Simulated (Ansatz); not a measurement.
## Electronic structure of C$_{5}$H$_{11}$N (SMILES CCCC(C)=N) in real space

The calculation's input:

```
crystal:
  periodic: [false, false, false]
  atoms:
    - {symbol: C, position_ang: [-1.348858, 0.639999, 2.342419]}
    - {symbol: C, position_ang: [-0.571277, -0.327126, 1.449665]}
    - {symbol: C, position_ang: [0.193805, 0.387250, 0.320509]}
    - {symbol: C, position_ang: [1.008261, -0.555932, -0.543498]}
    - {symbol: C, position_ang: [0.232148, -1.405152, -1.528638]}
    - {symbol: N, position_ang: [2.282973, -0.583218, -0.379151]}
    - {symbol: H, position_ang: [-1.880710, 0.106954, 3.156142]}
    - {symbol: H, position_ang: [-0.672297, 1.382906, 2.813533]}
    - {symbol: H, position_ang: [-2.106359, 1.206407, 1.761055]}
    - {symbol: H, position_ang: [-1.270192, -1.077321, 1.018716]}
    - {symbol: H, position_ang: [0.158699, -0.902618, 2.058879]}
    - {symbol: H, position_ang: [0.897979, 1.122237, 0.759684]}
    - {symbol: H, position_ang: [-0.530161, 0.946729, -0.313770]}
    - {symbol: H, position_ang: [-0.283014, -0.760161, -2.272271]}
    - {symbol: H, position_ang: [-0.563044, -1.987531, -1.017553]}
    - {symbol: H, position_ang: [0.892475, -2.110589, -2.070008]}
    - {symbol: H, position_ang: [2.700187, -1.285401, -1.018519]}
basis:
  gaussian: {orbitals: def2-SVPD}
total_charge: 0
hamiltonian: {xc: {name: PBE0}}
output: {forces: true, orbitals: {seedname: orbitals}}
```

Launched as:

```sh
ansatz run input.yaml --threads 4 --pin off --max-ram 8700MiB --events-out events.jsonl --progress --plain --runs-dir runs
```

Geometry: PBE-D3(BJ)/def2-SVP.

Theory: isolated molecule in a Gaussian basis; Kohn-Sham density functional theory, functional PBE0 (Ansatz 0.2.0).

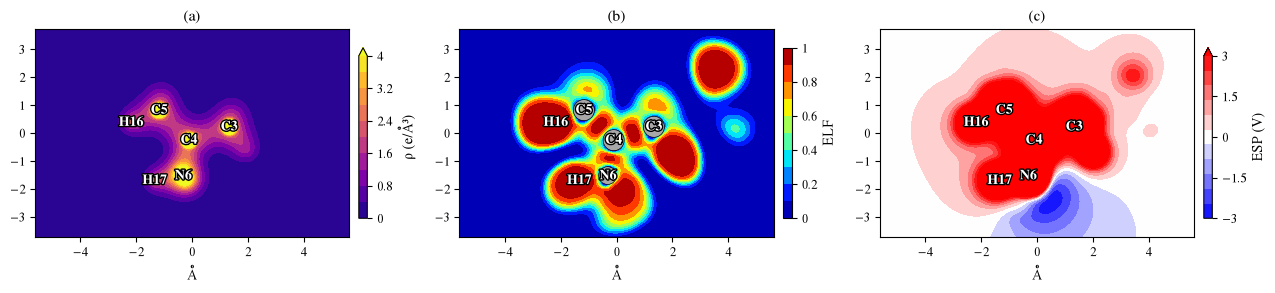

Figure 1. (a) electron density; (b) ELF; (c) electrostatic potential on the plane of atoms C4, N6 and H17. Grey discs cover the atomic cores in the ELF map.

What do the fields say about this system?

- Atoms in the plane: C, N and H.
- C–N (1.29 Å): ρ is about 2.7 e/Å³ halfway; the ELF peaks at about 0.90 between the atoms; localised, covalent bonding.
- C–C (1.51 Å): ρ at the midpoint is about 1.7 e/Å³; the ELF peaks at about 0.95 between the atoms (localised, covalent bonding).
- N–H (1.04 Å): ρ is about 2.7 e/Å³ halfway; the ELF climbs to about 1 towards the hydrogen, as it does in any bond to H: an ordinary covalent bond to hydrogen.
- C–H (1.11 Å): the density is about 1.9 e/Å³ at the midpoint; the ELF climbs to about 1 towards the hydrogen (a covalent bond by its length).
- The ELF also peaks beside N6, away from the bonds: lone-pair regions.
- Outside the dense part of the molecule the potential is most negative (−2.9 V) near N6.

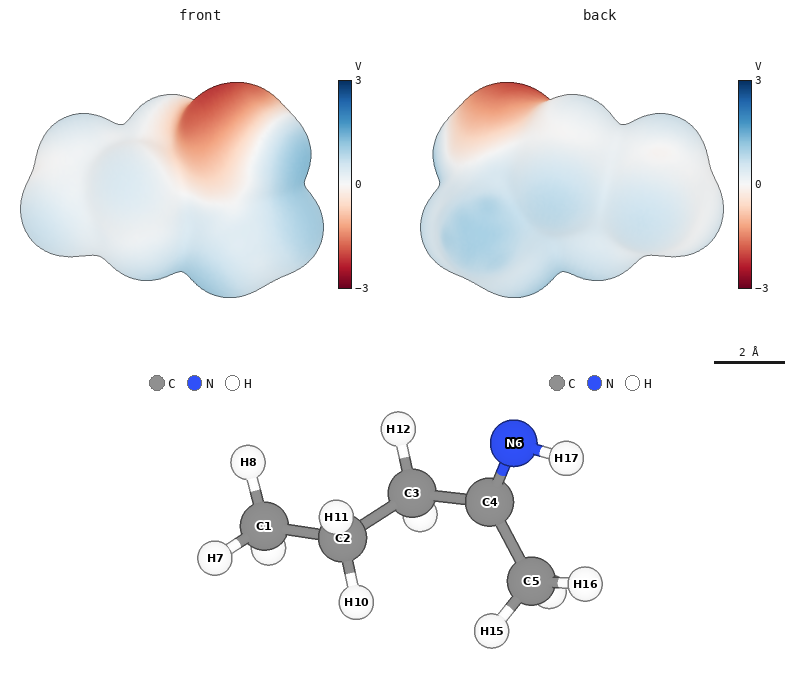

Figure 2. The molecular electrostatic potential painted on the density surface at 0.002 e/bohr³, seen from the front and from behind; red is negative and blue positive. The bare structure is drawn below in the same view.

Where is the surface potential most negative and most positive?

The most negative region (about −2.1 V) lies over N6, the most positive (about +1.2 V) over H17. N6 is the likeliest acceptor of a hydrogen bond.

How polar is the molecule by this calculation?

Its dipole moment is 2.45 D.

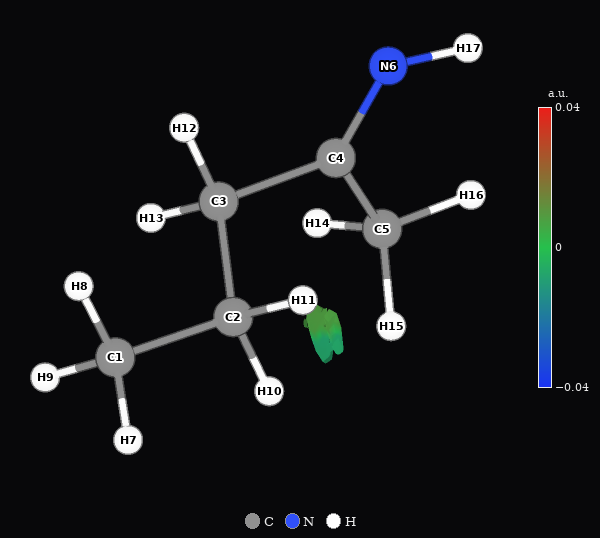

Figure 3. Non-covalent interaction (NCI) plot: the surface where the reduced density gradient is 0.4, for densities under 0.05 a.u., coloured by sign(λ₂)ρ; seen at an oblique angle.

Identify the weak interactions.

Between H15 and C5 on one side and H10 and C2 on the other: a weak contact, attractive (blue-green) on one side and crowded (olive to red) on the other.
